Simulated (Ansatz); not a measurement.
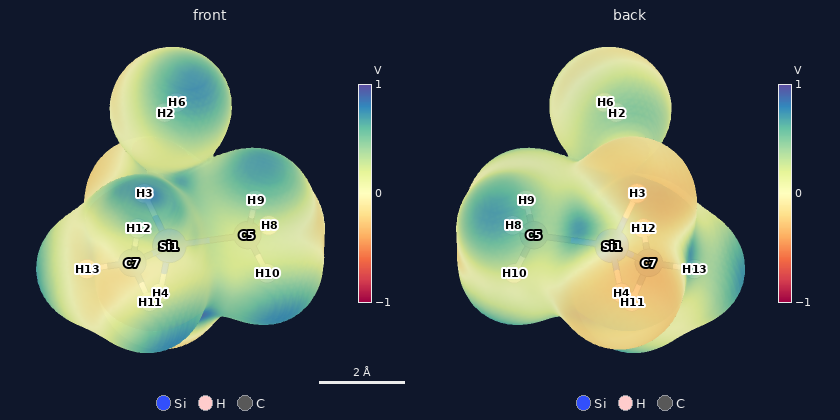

The picture shows: C2H8Si···H2. The molecular electrostatic potential painted on the density surface at 0.002 e/bohr³, seen from the front and from behind; red is negative and blue positive.

The product side of a reaction path; geometry: PBE0-D4/def2-TZVP.

Level of theory: RKS PBE0-D4/def2-TZVPP (Ansatz).

```xyz
13

Si   -0.9345   -0.1733   -0.1429
H     2.0677   -1.3497   -1.2239
H    -0.6634   -1.2699   -1.1175
H    -2.4155   -0.0501   -0.0181
C    -0.2013   -0.6210    1.5197
H     2.7511   -1.1233   -1.0255
C    -0.2261    1.4309   -0.7963
H    -0.6211   -1.5571    1.8948
H     0.8822   -0.7422    1.4467
H    -0.4052    0.1592    2.2574
H    -0.4308    2.2551   -0.1083
H     0.8570    1.3554   -0.9205
H    -0.6600    1.6858   -1.7658
```

Where is the surface potential most negative and most positive?

The most negative region (about −0.3 V) lies over H3 and H4, the most positive (about +0.8 V) over the H and Si atoms.
